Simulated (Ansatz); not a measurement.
```xyz
5

F    -0.1906    1.7831    0.5765
Ga   -1.3003    0.5175    1.1577
N    -0.2250   -1.4013    0.1106
O     0.3555   -2.2688    0.6857
H    -0.8534   -1.8034   -0.6483
```

Geometry: PBE0-D3(BJ)/def2-SVP.

These are results of isolated molecule in a Gaussian basis; Kohn-Sham density functional theory, functional PBE0 in Ansatz, not measurements.

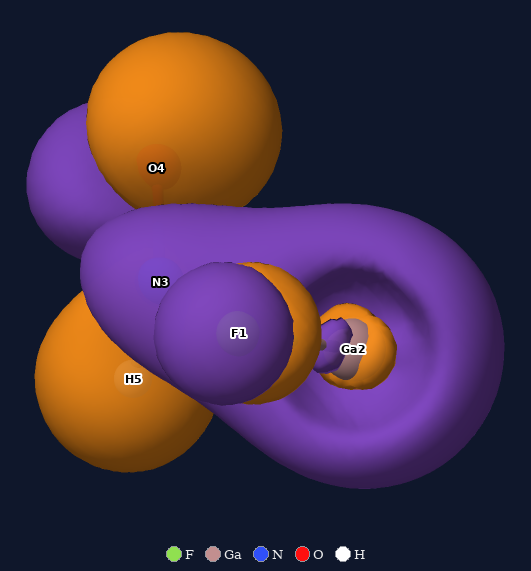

FGaHNO. The HOMO−1 at ±0.1 Å⁻³ᐟ² (orange and purple are the two phases), seen at an oblique angle.

Q: What is the character of this orbital?

A: Its weight (Hirshfeld) is mainly on O4 (about 40 %), Ga2 (about 20 %), N3 (about 20 %), F1 (about 10 %) and H5 (about 10 %). Its energy is −8.32 eV.
